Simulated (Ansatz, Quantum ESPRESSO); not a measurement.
# SrCl2 (Fm-3m): phonons by linear response, part 3 of 3

How does SrCl2 (Fm-3m) vibrate, and is this structure a minimum?

Quantum ESPRESSO 7.5; DFT PBE, scalar-relativistic, plane waves, GBRV ultrasoft pseudopotentials.

So far, highest frequency (cm⁻¹): step 7 (interpolated phonon bands) 217. The relaxed cell has a = 7.039 Å (conventional setting).

### Step 11. Sum rules set otherwise (asr crystal)

The rule can be imposed in more than one way; the choices should agree where the raw error is small.

File dynmat.in:

```
 &input
    fildyn='x.dyn1',
    asr='crystal',
    fileig='dynmat.eig',
    lperm=.true.,
 /
```

Run with:

```console
$ dynmat.x -in dynmat.in > dynmat.out
```

Numbers of over 12 decimals in the logs are rounded to 6 here.

Output:

```text
[banner, memory and clock lines left out]
Program DYNMAT v.7.5

     Reading Dynamical Matrix from file x.dyn1
     ...Force constants read
     ...epsilon and Z* read
     Acoustic Sum Rule: || Z*(ASR) - Z*(orig)|| =    2.392867E-03
     Acoustic Sum Rule: ||dyn(ASR) - dyn(orig)||=    1.600818E-04
     A direction for q was not specified:TO-LO splitting will be absent

     Polarizability (A^3 units)
     multiply by 0.614666 for Clausius-Mossotti correction
        13.050512   -0.000000    0.000000
        -0.000000   13.050512   -0.000000
         0.000000   -0.000000   13.050512

     IR activities are in (D/A)^2/amu units

# mode   [cm-1]    [THz]      IR
    1     -0.00   -0.0000    0.0000
    2      0.00    0.0000    0.0000
    3      0.00    0.0000    0.0000
    4    125.86    3.7733    3.6714
    5    125.86    3.7733    3.6714
    6    125.86    3.7733    3.6714
    7    171.00    5.1264    0.0000
    8    171.00    5.1264    0.0000
    9    171.00    5.1264    0.0000

Electronic dielectric permittivity tensor (relative, adimensional)
         2.880698   -0.000000    0.000000
        -0.000000    2.880698   -0.000000
         0.000000   -0.000000    2.880698

 ... with zone-center polar mode contributions
         8.549348    0.000000   -0.000000
         0.000000    8.549348    0.000000
        -0.000000    0.000000    8.549348

[end of the log left out, with the tail of the file of modes that dynmat.x writes under the same name]
```

The job ended after 0.46 s (1 thread of Arm Neoverse V1, shared host).

Numbers from this step:

```yaml
lowest_optical_zone_centre_mode: 125.9 cm⁻¹
mean_static_dielectric_constant: 8.549
```

Zone-centre frequencies as printed; negative means imaginary. Modes:

```csv
mode,frequency (cm⁻¹)
1,0
2,0
3,0
4,125.9
5,125.9
6,125.9
7,171
8,171
9,171
```

Against the first rule no mode moves by more than 0.1 cm⁻¹.

### Step 12. The LO-TO splitting (1 0 0)

A longitudinal polar mode sets up a macroscopic field that stiffens it; the term hangs on the direction from which q goes to zero.

File dynmat.in:

```
 &input
    fildyn='x.dyn1',
    asr='simple',
    fileig='dynmat.eig',
    q(1)=1.0,
    q(2)=0.0,
    q(3)=0.0,
 /
```

Run with:

```console
$ dynmat.x -in dynmat.in > dynmat.out
```

Output:

```text
[banner, memory and clock lines left out]
Program DYNMAT v.7.5

     Reading Dynamical Matrix from file x.dyn1
     ...Force constants read
     ...epsilon and Z* read

     Polarizability (A^3 units)
     multiply by 0.614666 for Clausius-Mossotti correction
        13.050512   -0.000000    0.000000
        -0.000000   13.050512   -0.000000
         0.000000   -0.000000   13.050512

     IR activities are in (D/A)^2/amu units

# mode   [cm-1]    [THz]      IR
    1     -0.00   -0.0000    0.0000
    2      0.00    0.0000    0.0000
    3      0.00    0.0000    0.0000
    4    125.80    3.7715    3.6714
    5    125.80    3.7715    3.6714
    6    171.02    5.1272    0.0000
    7    171.02    5.1272    0.0000
    8    171.02    5.1272    0.0000
    9    216.79    6.4993    3.6714

[end of the log left out, with the tail of the file of modes that dynmat.x writes under the same name]
```

Elapsed: 0.46 s, on 1 thread.

Read from the output:

* highest mode moved by the LO-TO term: 216.8 cm⁻¹

Zone-centre frequencies as printed; negative means imaginary. Modes:

```
mode  frequency (cm⁻¹)
   1                 0
   2                 0
   3                 0
   4             125.8
   5             125.8
   6               171
   7               171
   8               171
   9             216.8
```

The field moves one mode, from 126 to 217 cm⁻¹; the others stay.

### Step 13. The dispersion under another sum rule (asr crystal)

The sum rule corrects the force constants themselves, so it can shift branches at any wavevector, low ones most.

File matdyn.in:

```
 &input
    asr='crystal',
    flfrc='x.fc',
    flfrq='x.freq',
    flvec='x.modes',
    q_in_band_form=.true.,
    q_in_cryst_coord=.true.,
 /
8
  0.0000000   0.0000000   0.0000000   8  ! GAMMA
 -0.0000000   0.5000000   0.5000000   8  ! X
 -0.0000000   0.6250000   0.3750000   1  ! U
 -0.3750000   0.3750000  -0.0000000   8  ! K
  0.0000000   0.0000000   0.0000000   8  ! GAMMA
 -0.0000000   0.5000000  -0.0000000   8  ! L
 -0.2500000   0.5000000   0.2500000   8  ! W
 -0.0000000   0.5000000   0.5000000   1  ! X
```

Run with:

```console
$ matdyn.x -in matdyn.in > matdyn.out
```

Output:

```text
[banner, memory and clock lines left out]
Program MATDYN v.7.5

 mass for atomic type   1 not given; uses mass from file x.fc
 mass for atomic type   2 not given; uses mass from file x.fc
 Norm of the difference between old and new effective charges:    5.69e-18

 Norm of the difference between old and new force-constants:   5.65975e-05
```

It took 0.57 s on 1 thread.

At the labelled points the branches move by no more than 0.2 cm⁻¹.

### Step 14. Cross-check with Ansatz

The same cell goes through another code, with its own cutoff. The potentials differ. Its k mesh is centred on Γ.

This step: DFT PBE, scalar-relativistic, plane waves, PseudoDojo norm-conserving pseudopotentials (Ansatz 0.2.0).

File input.yaml:

```yaml
crystal:
  lattice:
    - [-3.519622801, 0.0, 3.519622801]
    - [0.0, 3.519622801, 3.519622801]
    - [-3.519622801, 3.519622801, 0.0]
  atoms:
    - { symbol: Sr, position: [0.0, 0.0, 0.0] }
    - { symbol: Cl, position: [0.75, 0.75, 0.75] }
    - { symbol: Cl, position: [0.25, 0.25, 0.25] }
kpoints:
  mp_grid: { grid: [6, 6, 6] }
hamiltonian:
  xc: pbe
  pseudopotentials: { kind: nc, accuracy: standard }
scf:
  occupations: { method: fixed }
output:
  eigenvalues: true
phonons:
  method: dfpt
  dielectric: true
  rigid_motions: translations
  qmesh: [2, 2, 2]
  temperatures: { t_max: 1000, t_step: 50 }
  qpath:
    path:
      - [[0.0, 0.0, 0.0], [0.0, 0.5, 0.5], [0.0, 0.625, 0.375]]
      - [[-0.375, 0.375, 0.0], [0.0, 0.0, 0.0], [0.0, 0.5, 0.0], [-0.25, 0.5, 0.25], [0.0, 0.5, 0.5]]
    npoints: 12
```

Run with:

```console
$ ansatz run input.yaml --threads 4 --pin off --max-ram 8192MiB --backend cpu --events-out ev --progress --plain --runs-dir out
```

Output:

```text
Warning: phonons: the dynamical matrix that this run interpolates holds no multipole term above the dipole-dipole one, and a site of this crystal is no centre of inversion, so its interpolated transverse optical and acoustic branches and sound speeds can stay off near Gamma, and the density of states and the thermodynamics with them. What a run solves at a wave vector of phonons.qpoints, Gamma apart, where the deck admits one, is free of this, and under fd what a larger phonons.supercell samples
Engine: ansatz 0.2.0, aarch64-unknown-linux-gnu
Pseudopotentials: kind: nc
Pseudopotential: Sr, nc, valence charge 10, recommended cutoff 925.187132 eV (normal), Sr.nc.azcp (PseudoDojo's, or run here from an input of PseudoDojo's; its table is named by hamiltonian.pseudopotentials.accuracy)
Pseudopotential: Cl, nc, valence charge 7, recommended cutoff 789.130201 eV (normal), Cl.nc.azcp (PseudoDojo's, or run here from an input of PseudoDojo's; its table is named by hamiltonian.pseudopotentials.accuracy)
Functional definition: PBE
  parameter kappa = 0.804
  parameter beta = 0.066725
  exchange = pbe_x(kappa = kappa, mu = beta*pi^2/3)
  correlation = pbe_c(beta = beta)
Crystal: 3 atoms, lattice volume = 87.200 Å³
Basis set: ecut = 925.187132 eV, 5601 PW (Γ), exchange–correlation on 100×100×100 points (8 copies of the dense FFT grid, shifted against one another)
Bands: 16, of which v1, the nominal top of the filled ones, is band 12 counted from 1 (11 counted from 0)
Symmetry: 48 space group operations
k-points: 46 of 216 (irreducible under 4 space group operations, time reversal used)
Non-local potential: Sr, projectors of the file, l = 0: 2, l = 1: 2, l = 2: 2
Non-local potential: Cl, projectors of the file, l = 0: 2, l = 1: 2, l = 2: 2
Initial density: superposition of atomic densities (chi_scale 0.1, normalization cell, long waves kept (reshape's long-wave potential 0.00 eV rms))
Initial wavefunctions: pseudopotential atomic-orbital guess
Functional: x = pbe(κ = 0.804, μ = 0.219515), c = pbe(β = 0.066725)
SCF iter   1: F=—  HF=-1832.573391 eV  |F-HF|=—  |Δ(HF+E_count)|=         —  Δρ=3.96e-2  dr2=2.53e0  ethr=3.10e-3  ⟨swp⟩=6.0  Hψ=4460  notcnv=0  defer=66
preconditioner: auto → none  [insulator: Δε(μ)=4.102 eV  Ē_g=13.321 eV  n_scr=14 (ndim 8)  ℏωp=18.7 eV  f_vac=0.017  ε∞_Penn≈3.0]
SCF iter   2: F=—  HF=-1831.539576 eV  |F-HF|=—  |Δ(HF+E_count)|=    1.03e0  Δρ=1.14e-2  dr2=1.76e-1  ethr=3.10e-3  ⟨swp⟩=4.8  Hψ=2220  notcnv=0  defer=38
SCF iter   3: F=—  HF=-1831.511698 eV  |F-HF|=—  |Δ(HF+E_count)|=   2.79e-2  Δρ=4.55e-3  dr2=1.71e-2  ethr=7.32e-4  ⟨swp⟩=2.4  Hψ=1173  notcnv=0  defer=79
SCF iter   4: F=—  HF=-1831.519073 eV  |F-HF|=—  |Δ(HF+E_count)|=   7.38e-3  Δρ=1.26e-3  dr2=9.27e-4  ethr=7.13e-5  ⟨swp⟩=4.7  Hψ=1475  notcnv=0  defer=89
SCF iter   5: F=—  HF=-1831.520252 eV  |F-HF|=—  |Δ(HF+E_count)|=   1.18e-3  Δρ=1.18e-4  dr2=1.94e-5  ethr=3.86e-6  ⟨swp⟩=2.8  Hψ=1193  notcnv=0  defer=89
SCF iter   6: F=—  HF=-1831.520261 eV  |F-HF|=—  |Δ(HF+E_count)|=   9.08e-6  Δρ=1.94e-5  dr2=4.54e-7  ethr=8.10e-8  ⟨swp⟩=2.5  Hψ=1295  notcnv=0  defer=89
SCF iter   7: F=—  HF=-1831.520228 eV  |F-HF|=—  |Δ(HF+E_count)|=   3.36e-5  Δρ=4.18e-6  dr2=1.90e-8  ethr=1.89e-9  ⟨swp⟩=2.2  Hψ=1102  notcnv=0  defer=70
SCF iter   8: F=—  HF=-1831.520228 eV  |F-HF|=—  |Δ(HF+E_count)|=   3.72e-9  Δρ=4.12e-7  dr2=2.20e-10  ethr=7.90e-11  ⟨swp⟩=3.0  Hψ=1467  notcnv=0  defer=70
SCF iter   9: F=-1831.520228 eV  HF=-1831.520228 eV  |F-HF|=4.55e-13  |Δ(HF+E_count)|=  6.91e-11  Δρ=4.63e-8  dr2=1.35e-12  ethr=1.00e-12  ⟨swp⟩=11.9  Hψ=6490  notcnv=0
SCF 1 converged in 9 iterations: F = -1831.520228 eV  dr2 = 1.35e-12
NSCF: frozen V_eff on 3 k-points
DFPT response loops at Γ: preconditioner auto → none (the input reference at scf.mixing.eps_inf says where Resta's filter doesn't serve); β = 0.50; Broyden in place of MSR1
NSCF: frozen V_eff on 16 k-points
NSCF: frozen V_eff on 136 k-points
DFPT response loops at q = (0, 0, -0.5) (fractional): preconditioner auto → Resta (q_TF=auto, 2.200 Å⁻¹)  ε∞=3.4 (no band partly filled); β = 1.00, the filter's whole step (`scf.mixing.beta` (0.50) is not read by the response loops at its default; to damp them type it under 1.00, their step now; it binds the ground state too); Broyden in place of MSR1
NSCF: frozen V_eff on 92 k-points
DFPT response loops at q = (0, -0.5, -0.5) (fractional): preconditioner auto → none (the input reference at scf.mixing.eps_inf says where Resta's filter doesn't serve); β = 0.50; Broyden in place of MSR1
SCF converged after 9 iterations
Free energy (F): -1831.520228 eV
Harris-Foulkes:  -1831.520228 eV  (|F-HF|=4.55e-13)
Internal energy: -1831.520228 eV  (E = F + TS)
E sigma→0 (E₀):  -1831.520228 eV
Fermi energy:    2.893253 eV
--- Per-component energies (eV) ---
  E_band       = -151.831574
  E_kinetic    = 553.877287
  E_local      = -1225.161143  (includes V_loc(G=0)·N_el)
  E_nonlocal   = 257.728128
  E_hartree    = 323.282714
  E_xc         = -473.841775
  E_vxc        = -384.841282  (∫ρ·V_xc dr)
  E_ewald      = -1267.405439
  E_smearing   = -0.000000  (= −TS)
  E_closure    = -0.000000  (closes the sum)
  Σ components = -1831.520228   (vs F -1831.520228, Δ=0.00e0)
--- Band table (eV; the first three rows and the last of 46) ---
  k-point 0: bands = [... 8 lower, 0.8674, 2.5693, 2.5693, 2.5693, 8.1323, 9.0076, 9.0076, 11.8240]
  k-point 1: bands = [... 8 lower, 1.0398, 2.2709, 2.4282, 2.4282, 8.7131, 9.2018, 9.2018, 10.8440]
  k-point 2: bands = [... 8 lower, 1.3671, 1.7733, 2.1121, 2.1121, 9.5070, 9.5070, 9.6583, 10.7754]
  k-point 45: bands = [... 8 lower, 1.0845, 2.5166, 2.5166, 2.8933, 8.4147, 9.8741, 10.4584, 10.8302]
--- Phonons (Γ-DFPT): 2 representative perturbations + reference, on 46 of 216 k-points (Σ response iterations 6) ---
  k mesh reduced under 4 symmetry operations, with k and −k counted as one. Each operation leaves every solved perturbation unchanged. A smaller set is not considered because the run solves the response to a homogeneous field
  ASR residual: 3.583e-5 → 0.000e0 eV/Å²; symmetrization residual: 5.160e-6 eV/Å²
  ASR residual per site (eV/Å²): 7.55e-7 3.58e-5 3.58e-5
  Γ frequencies (cm⁻¹): 0.00 0.00 0.00 125.92 125.92 125.92 171.07 171.07 171.07
  ε∞ (high-frequency dielectric tensor):
        2.879029    -0.000000    -0.000000
        0.000000     2.879029    -0.000000
        0.000000    -0.000000     2.879029
  ε⁰ (static dielectric tensor: ions relaxed, cell fixed):
        8.542866    -0.000000    -0.000000
       -0.000000     8.542866    -0.000000
       -0.000000    -0.000000     8.542866
  ε⁰ − ε∞ (ionic part):
        5.663837    -0.000000    -0.000000
       -0.000000     5.663837    -0.000000
       -0.000000    -0.000000     5.663837
  softest optical mode at Γ: 125.92 cm⁻¹; the repairs (sum rule, projections) moved no ω² at Γ by more than (0.79 cm⁻¹)²
  Born effective charges Z* (e; rows j = field, columns β = displacement):
    site 0:
         2.49745   -0.00000   -0.00000
        -0.00000    2.49745   -0.00000
         0.00000   -0.00000    2.49745
    site 1:
        -1.24872   -0.00000    0.00000
         0.00000   -1.24872    0.00000
        -0.00000   -0.00000   -1.24872
    site 2:
        -1.24872    0.00000    0.00000
         0.00000   -1.24872    0.00000
        -0.00000    0.00000   -1.24872
  Z* charge neutrality: 5.839e-5 e pre-enforcement
  k-mesh period / interband length: 29.9 Å / 1.27 Å = 23.59 at k = (0.0000, 0.0000, 0.0000), direct gap 5.563 eV — 14 or more, which is no proof of convergence
  optical modes at Γ without the LO–TO term, one row a degenerate level:
      ω (cm⁻¹)  modes    IR ((D/Å)²/amu)
        125.92      3            11.0157
        171.07      3             0.0000
  optical modes at Γ + LO–TO along q̂ = [1.0000, 0.0000, 0.0000]:
      ω (cm⁻¹)  modes    IR ((D/Å)²/amu)
        125.92      2             7.3438
        171.07      3             0.0000
        216.91      1             3.6719
  optical modes at Γ + LO–TO along q̂ = [0.0000, 1.0000, 0.0000]:
      ω (cm⁻¹)  modes    IR ((D/Å)²/amu)
        125.92      2             7.3438
        171.07      3             0.0000
        216.91      1             3.6719
  optical modes at Γ + LO–TO along q̂ = [0.0000, 0.0000, 1.0000]:
      ω (cm⁻¹)  modes    IR ((D/Å)²/amu)
        125.92      2             7.3438
        171.07      3             0.0000
        216.91      1             3.6719
--- Phonons (arbitrary-q DFPT): 3 irreducible q on the 2×2×2 mesh ---
  q = [0.0000, 0.0000, 0.0000] (star 1, of the zone-centre solve; hermiticity 4.10e-6, symmetrization 3.18e-8): -0.00 -0.00 0.00 125.92 125.92 125.92 171.07 171.07 171.07
  q = [0.0000, 0.0000, -0.5000] (star 4, 2 solved perturbations on 68 of 216 k-point pairs; hermiticity 3.23e-7, symmetrization 1.39e-13): 64.00 64.00 119.17 145.70 145.70 146.73 146.73 160.91 169.35
  q = [0.0000, -0.5000, -0.5000] (star 3, 4 solved perturbations in 152 linear systems a pass and spin channel, the states on 46 of 216 k-point pairs; hermiticity 3.56e-8, symmetrization 1.59e-13): 62.00 74.99 74.99 89.97 89.97 144.85 177.90 177.90 201.03
  sum rule: each row above includes the acoustic sum rule's correction from the zone centre's row sums; it moved no ω² by more than (0.52 cm⁻¹)²
  mesh force constants: q→R imaginary residual 3.81e-17; ASR residual 3.583e-5 → 0.000e0 eV/Å²; symmetrization residual 1.887e-15 eV/Å²
  interpolated dispersion: 75 rows × 9 modes
  density of states and harmonic sums: on the 16×16×16 q-mesh, interpolated from the force constants of a 2×2×2 supercell (with the dipole–dipole term)
  largest difference from the sums on the solved wave vectors: F 7.68e-2 eV, S 1.09e-4 and C_V 3.22e-5 eV/K
  zero-point energy: 0.070184 eV/cell   skipped modes (ω ≤ 0): 3   left out of the sums: 8.14e-5 of the cell's modes: C_V's classical limit lies that fraction below 3 k_B per atom; for a crystal, a wire or a layer, F and S can be off by more, and a phonons.interpolated_qmesh denser along its periods is the remedy for the sampling
```

Wall time 75 s (4 threads); peak memory 1.2 GiB; 4.8 min of CPU time.

Read from the output:

* gap on the k-mesh: 5.239 eV
* sum-rule residual before enforcement: 3.58e-5 eV/Å²
* miss of the charge sum rule: 5.84e-5 e
* mean frequency: 125.8 cm⁻¹
* Debye temperature (second moment): 248 K
* logarithmic mean frequency: 116.6 cm⁻¹
* highest optical zone-centre mode (no LO-TO term): 171.1 cm⁻¹
* mean high-frequency dielectric constant: 2.879
* mean static dielectric constant: 8.543
* highest mode moved by the LO-TO term: 216.9 cm⁻¹
* lowest mode on the q mesh (acoustic ones at the zone centre apart): 62 cm⁻¹
* zero-point energy per atom: 23.39 meV
* vibrational entropy at 300 K: 39.86 J/(mol atoms K)

Transverse modes. Lines of the infrared spectrum (strongest = 100):

```
position (cm⁻¹)  label  IR intensity ((D/Å)²/amu), degenerate modes summed, relative
            126    T1u                                                           100
            171    T2g                                                           0.0
```

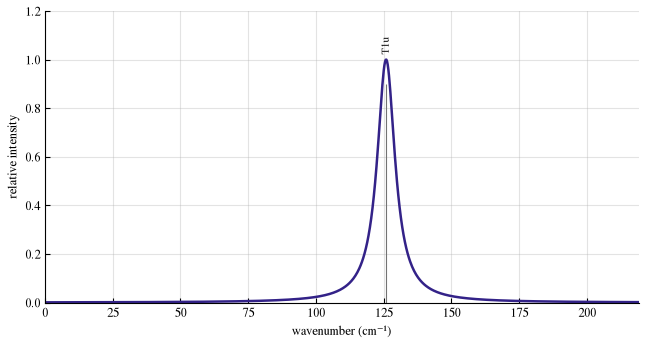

The infrared spectrum, broadened with Lorentzians of width 8 cm⁻¹; bars mark the lines.

### Step 15. The two compared: QE GBRV and Ansatz, PseudoDojo

Worked out from the results:

```yaml
root_mean_square_difference: 0.22 cm⁻¹
largest_difference: 0.49 cm⁻¹
root_mean_square_difference_on_the_path: 0.2 cm⁻¹
largest_difference_on_the_path: 0.5 cm⁻¹
```

The 12 of 24 modes that differ most. Frequencies side by side:

| q (reciprocal lattice) | mode | QE GBRV (cm⁻¹) | Ansatz, PseudoDojo (cm⁻¹) |
| --- | --- | --- | --- |
| 0 0 0 | 4 | 125.8 | 125.9 |
| 0 0 0 | 5 | 125.8 | 125.9 |
| 0 0 0 | 6 | 125.8 | 125.9 |
| 0 0 -0.5 | 1 | 64.48 | 64 |
| 0 0 -0.5 | 2 | 64.48 | 64 |
| 0 0 -0.5 | 3 | 119.5 | 119.2 |
| 0 -0.5 -0.5 | 1 | 61.73 | 62 |
| 0 -0.5 -0.5 | 2 | 75.28 | 74.99 |
| 0 -0.5 -0.5 | 3 | 75.28 | 74.99 |
| 0 -0.5 -0.5 | 4 | 89.8 | 89.97 |
| 0 -0.5 -0.5 | 5 | 89.8 | 89.97 |
| 0 -0.5 -0.5 | 6 | 145.3 | 144.8 |

The two runs side by side. Further quantities:

| quantity | QE GBRV | Ansatz, PseudoDojo |
| --- | --- | --- |
| mean ε∞ | 2.881 | 2.879 |
| largest Born charge in size (e; the first before, the second after the charge sum rule) | 2.497 | 2.497 |

The interpolated bands of the two lie on top of each other.

At the solved wavevectors the largest difference (acoustic modes at Γ apart) is 0.2 % of the highest mode.

### Step 16. Summary of results

```yaml
space_group_after_relaxation: Fm-3m
volume_per_atom: 29.1 Å³
gap_on_the_k_mesh: 5.24 eV
highest_optical_zone_centre_mode_no_lo_to_term: 171.0 cm⁻¹
lowest_optical_zone_centre_mode: 125.8 cm⁻¹
highest_mode_moved_by_the_lo_to_term: 216.8 cm⁻¹
mean_high_frequency_dielectric_constant: 2.88
largest_born_charge_in_size_third_of_the_trace: 2.50 e
mean_static_dielectric_constant: 8.55
q_mesh: 2×2×2
lowest_mode_on_the_q_mesh_acoustic_ones_at_the_zone_centre_apart: 61.7 cm⁻¹
zero_point_energy_per_atom: 23.4 meV
heat_capacity_at_300_k: 24.1 J/(mol atoms K)
vibrational_entropy_at_300_k: 39.8 J/(mol atoms K)
imaginary_modes_on_the_q_mesh: none
largest_difference_from_ansatz_pseudodojo: 0.49 cm⁻¹
```

SrCl2 (Fm-3m) is dynamically stable on the 2×2×2 mesh; its spectrum reaches 217 cm⁻¹. At the PBE level the optical modes of SrCl2 (Fm-3m) at the zone centre (no LO-TO term) run from 126 to 171 cm⁻¹. Along the directions run, the highest mode that the macroscopic field moves lies at 217 cm⁻¹. Lattice motion raises the mean dielectric constant from 2.881 to 8.555. The Born charge of Cl is -1.249 e against a formal charge of -1, somewhat above it. Of the 6 optical modes, 3 are infrared active alone and 3 are Raman active alone; inversion symmetry keeps the two sets apart. QE GBRV and Ansatz, PseudoDojo agree to 0.49 cm⁻¹ (0.2 % of the highest mode compared) on all solved modes but the acoustic ones at Γ, without the LO-TO term. These are harmonic frequencies at zero temperature: anharmonic shifts and linewidths and thermal expansion are left out.

[Host names and launcher messages were left out of these logs when they were recorded.]

[Logs are printed without paths, hosts, clocks, repeated set-up lines and the standing remarks that a program may print on its own settings, such as how far it seeks lower states.]

[Hosts, paths, dates, database ids (printed as entryN), source tags and the programs' standing remarks are cut or masked in the printed files.]
